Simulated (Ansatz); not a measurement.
```xyz
4

Al    0.3292    0.0000    0.3400
H     0.1384    0.0000    1.9213
Cl    2.3192    0.0000   -0.3949
H    -0.8399    0.0000   -0.7423
```

Level of theory: RKS PBE-D4/6-31G* in Ansatz 0.2.0.

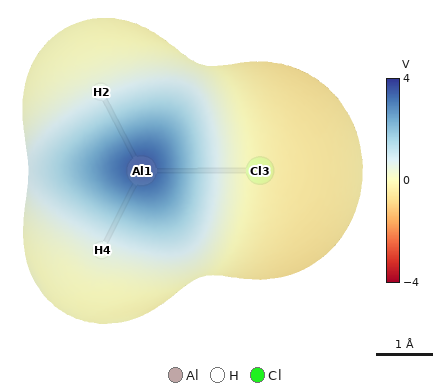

AlClH$_{2}$. The molecular electrostatic potential painted on the density surface at 0.002 e/bohr³, seen across its widest extent; red is negative and blue positive.

### Which sites attract a positive test charge, and which a negative one?

A positive charge is drawn to the negative regions and a negative charge to the positive ones. The most negative region (about −0.6 V) lies over Cl3, the most positive (about +3.4 V) over Al1.
